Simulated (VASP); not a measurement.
Band structure of La₂O₃ (a-type). These are vdW-DF2, VASP's PBE PAW potentials (set 64) (plane waves; VASP) values and carry that method's errors.

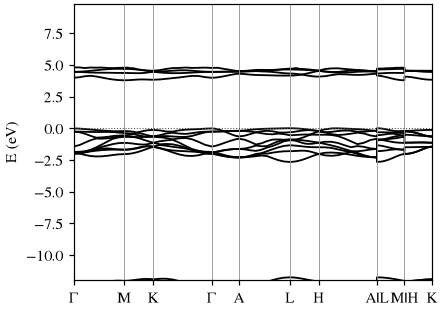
Bands along high-symmetry lines, zero at the valence-band maximum or, without a gap, the Fermi level

Question: Read the plot: is there a gap, and where are the band edges?

Answer: The gap is indirect, 3.78 eV, from the valence maximum at L to the conduction minimum at M. (Edges off the drawn lines would not show.)

The compound is La2O3 in the a-type structure. It was relaxed first, which changed the volume by +7 %.
